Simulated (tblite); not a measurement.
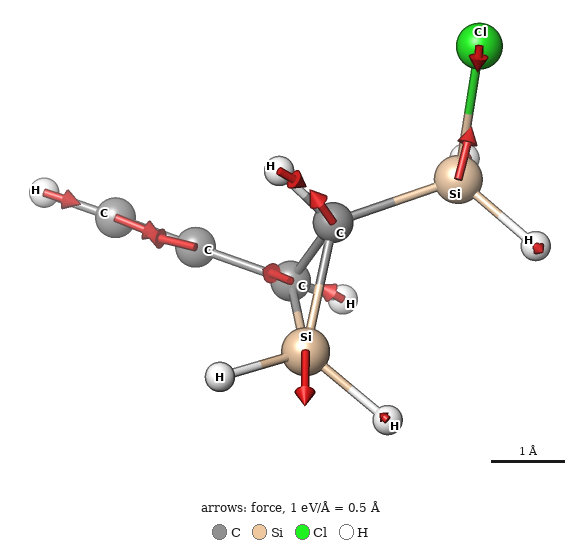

Starting geometry of C₄H₇ClSi₂ with the computed forces as red arrows. Style: ball-and-stick. Shown at a tilt.

Computed with GFN2-xTB geometry optimisation, gas phase (tblite). 

Q: Is this structure relaxed? If not, where do the atoms go?

A: It isn't relaxed: the largest force vector, on a Si atom, is 1.85 eV/Å. The final displacements have little in common with the starting forces (cosine between the two patterns 0.11). The largest move after the best rigid fit is that of the Cl atom, 1.15 Å. Largest moves by element: Cl 1.15 Å, H 0.91 Å, C 0.28 Å, Si 0.23 Å. Some distances before and after: Cl–Si 2.083 → 2.025 Å, C–Si 1.854 → 1.899 Å, C–H 1.120 → 1.088 Å, C–H 1.080 → 1.049 Å. Among the angles between lasting bonds that change: C–Si–H 116.1° → 110.3°, C–Si–H 106.9° → 112.7°, Si–C–H 119.1° → 113.4°. Groups turn about C–Si by about 45°. Over 97 geometry steps the energy falls by 28.2 kJ/mol.
